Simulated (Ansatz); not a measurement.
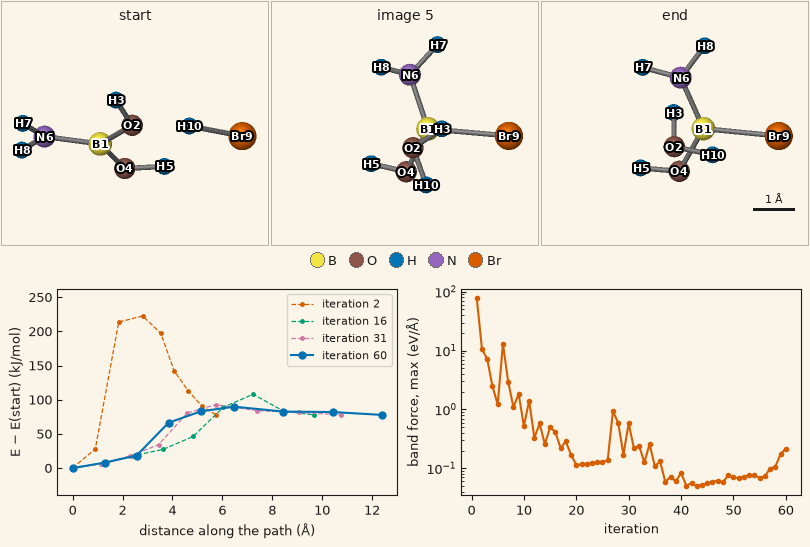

A search for the minimum-energy path of BNH5O2Br by the nudged elastic band. Images are numbered from 0 (start) to 8 (end). The plot follows the band through its iterations. A ball-and-stick model, seen from a free direction.

All numbers below come from RKS LDA/def2-SVP in Ansatz 0.2.0. Settings: 7 movable images; climbing image; force threshold 0.05 eV/Å; iteration limit 60; starting path through a guess of the saddle point.

Judge this run.

Answer. The result isn't final. The band hadn't converged when the run stopped after 60 iterations. The largest component of the band force went from 78 to 0.22 eV/Å. The barrier read from it is provisional, though the highest image hardly moved in the last two iterations. The first iteration put the highest image at 1500.7 kJ/mol. The highest point, image 5, lies 89.8 kJ/mol above the start and 12.0 kJ/mol above the end; the end is at +77.8 kJ/mol relative to the start.

Cost: 8.2 min on 4 threads of Intel(R) Xeon(R) Platinum 8175M CPU @ 2.50GHz (Skylake/Cascade Lake) (shared host), peak memory 0.18 GiB.
